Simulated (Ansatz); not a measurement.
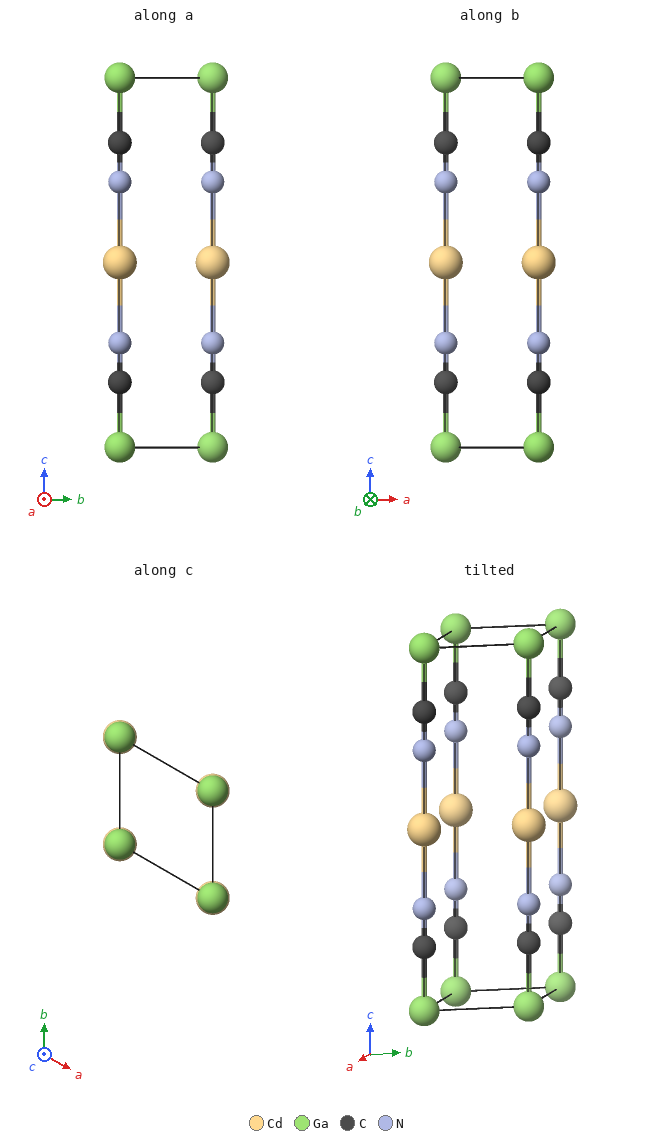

Ball-and-stick drawing of the structure, looking along the a axis, along the b axis, along the c axis and slightly off an axis. The lines enclose the conventional unit cell; boundary atoms appear with their images.

Lattice parameters: a = 3.1868 Å, b = 3.1868 Å, c = 10.9792 Å, α = 90.000°, β = 90.000°, γ = 120.000°.

> Convert the drawing into a CIF with its space group and independent sites, with free fractional coordinates to two decimals.

```cif
data_structure
_symmetry_space_group_name_H-M 'P 6/m m m'
_symmetry_Int_Tables_number 191
_cell_length_a 3.1868
_cell_length_b 3.1868
_cell_length_c 10.9792
_cell_angle_alpha 90.000
_cell_angle_beta 90.000
_cell_angle_gamma 120.000
_cell_volume 96.57
loop_
_atom_site_label
_atom_site_type_symbol
_atom_site_symmetry_multiplicity
_atom_site_Wyckoff_symbol
_atom_site_fract_x
_atom_site_fract_y
_atom_site_fract_z
_atom_site_occupancy
Cd1 Cd 1 b 0.00 0.00 0.50 1
Ga1 Ga 1 a 0.00 0.00 0.00 1
C1 C 2 e 0.00 0.00 0.82 1
N1 N 2 e 0.00 0.00 0.72 1
```

The initial geometry was a structure type filled with these elements by a generator (whether the compound takes this form wasn't checked). Earlier steps of the study, as a rule a relaxation of our own, may have changed the cell and positions, so they can lie some per cent off the listed ones. It went into a calculation with Ansatz.
